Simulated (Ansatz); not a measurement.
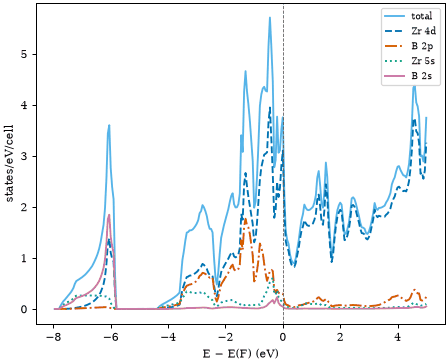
Figure. Total and projected density of states of Zr₂B in space group R-3m (No. 166; Zr on 6c, B on 3a), r²SCAN in the plane-wave PAW code Ansatz

Which orbitals carry the states next to the Fermi level?

Within 0.5 eV of the Fermi level: Zr 4d 74 %, B 2p 11 %, Zr 5s 7 %. Projections are on Löwdin-orthogonalised atomic valence shells; empty p or d shells of many metals are not among them.

Where is the tallest occupied peak in this window, and what makes it?

Near -0.4 eV, about 5.7 states/eV per cell; the largest projected share is Zr 4d.

The start of the workflow was typed in or built on a structure type; neither database checked (COD, Materials Project) lists it. Its standing as an ambient phase is unchecked. Symmetry was held in the r²SCAN relaxation; whether a distortion lowers the energy is not shown. The run is not spin-polarised. The volume moved by -17 % from the start of the relaxation. Scalar-relativistic: spin–orbit coupling is off unless named, which matters more the heavier the elements.

Potentials: the earlier of the program's two PAW sets. The files were generated under PBE; for other functionals the program regenerates the frozen cores, and for LDA and PBEsol the local potential too.
